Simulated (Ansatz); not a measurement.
## HgTe: pressure series

Consider HgTe in the zinc blende structure (space group F-43m, No. 216).

Space group F-43m (No. 216); a = b = c = 6.510 Å, α = β = γ = 90.00°

```
atom  site  symmetry       x       y       z
----  ----  --------  ------  ------  ------
Hg      4a      -43m  0.0000  0.0000  0.0000
Te      4d      -43m  0.7500  0.7500  0.7500
```
(The calculation used a cell of 2 atoms; values per cell refer to that cell.)

Cell and atoms are relaxed at each pressure.

All numbers come from Ansatz (a first-principles code) PBEsol, scalar-relativistic without spin-orbit coupling.

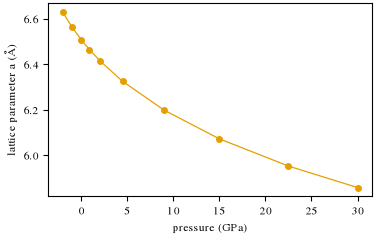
Lattice parameter a against pressure

Problem. From the plot, what is the lattice parameter a for pressure 30 GPa?

Solution. About 5.86 Å.

Problem. Is the trend monotonic over the range shown?

Solution. Yes, it falls throughout, spanning 5.858 Å to 6.631 Å.

A case with no gap was solved on a k-mesh chosen for an insulator, which is coarse for it. Load acts through the strain it causes; cell and atoms are relaxed under it. Whether these cells are dynamically stable was not tested. Tetrahedral semiconductors of this kind turn to denser phases somewhere between about 1 and 50 GPa; those were not computed, so compressed cells here can lie past the real transition. The final runs are not spin-polarised.
